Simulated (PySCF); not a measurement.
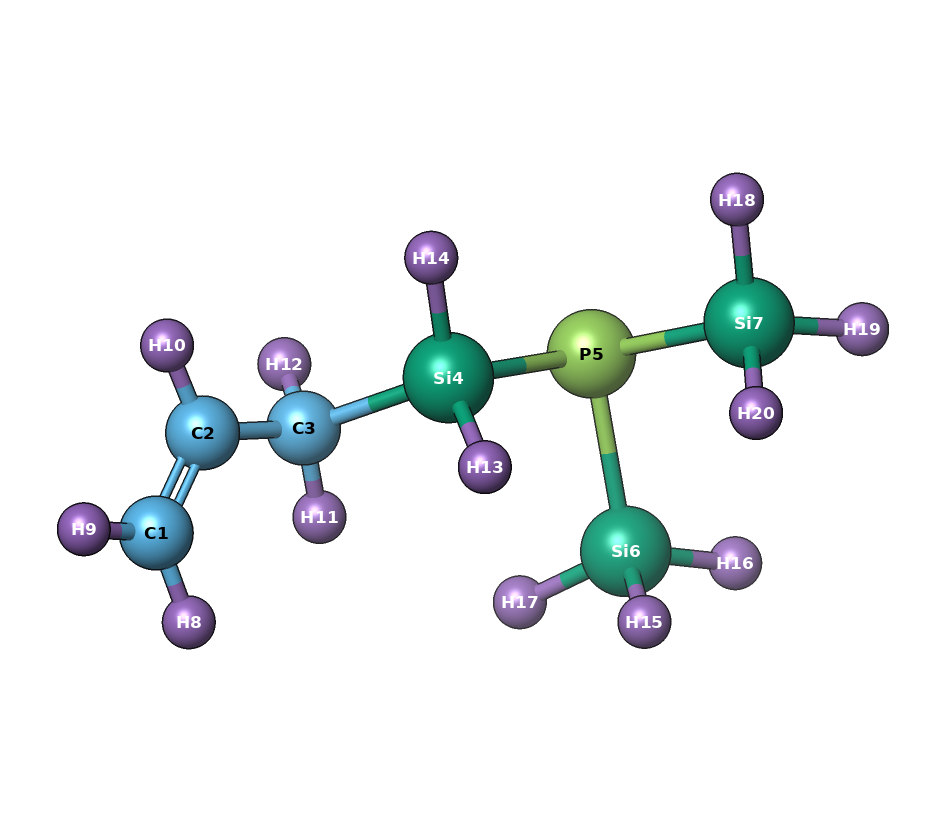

The computed structure is the end point of a PBE0-D3(BJ)/def2-SVP optimisation. No frequency run is at hand to confirm it as a minimum. Properties computed with delta-SCF UKS SCAN, pcX-2 on the ionised atom, pcseg-1 elsewhere, spin-free X2C (PySCF 2.14.0).

Give the core-electron binding energies (to vacuum; p and d levels without spin–orbit splitting) of C1 1s, C2 1s, C3 1s, Si4 1s, Si4 2p, P5 1s, P5 2p, Si6 1s, Si6 2p.

```tsv
atom	level	binding energy (eV)
C1	1s	289.9
C2	1s	290.6
C3	1s	290.3
Si4	1s	1846.2
Si4	2p	106.6
P5	1s	2148.8
P5	2p	135.6
Si6	1s	1846.4
Si6	2p	106.9
```
